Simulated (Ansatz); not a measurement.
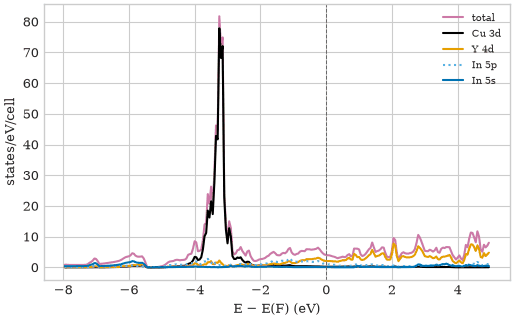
Figure: Total and projected density of states of YInCu in space group P-62m (No. 189; Y on 3g, In on 3f, Cu on 2c, Cu on 1b), DFT-r²SCAN in the program Ansatz with PAW potentials

### Question
Which orbitals carry the states next to the Fermi level?

### Answer
Within 0.5 eV of the Fermi level: Y 4d 52 %, In 5p 27 %, Cu 3d 5 %, outside the projected shells 8 %. Projections are on Löwdin-orthogonalised atomic valence shells; empty p or d shells of many metals are not among them.

### Question
Where is the tallest occupied peak in this window, and what makes it?

### Answer
Near -3.2 eV, about 82 states/eV per cell; the largest projected share is Cu 3d.

The workflow started from a Materials Project entry (that database holds measured and hypothetical structures alike); the Crystallography Open Database copy checked does not list it. Whether it is the stable phase at ambient conditions was not checked. Symmetry was held in the r²SCAN relaxation; its stability against distortions is not shown here. No spin polarisation was allowed. Scalar-relativistic: spin–orbit coupling is off unless named, which matters more the heavier the elements.

Potentials: the later of the program's two PAW sets.
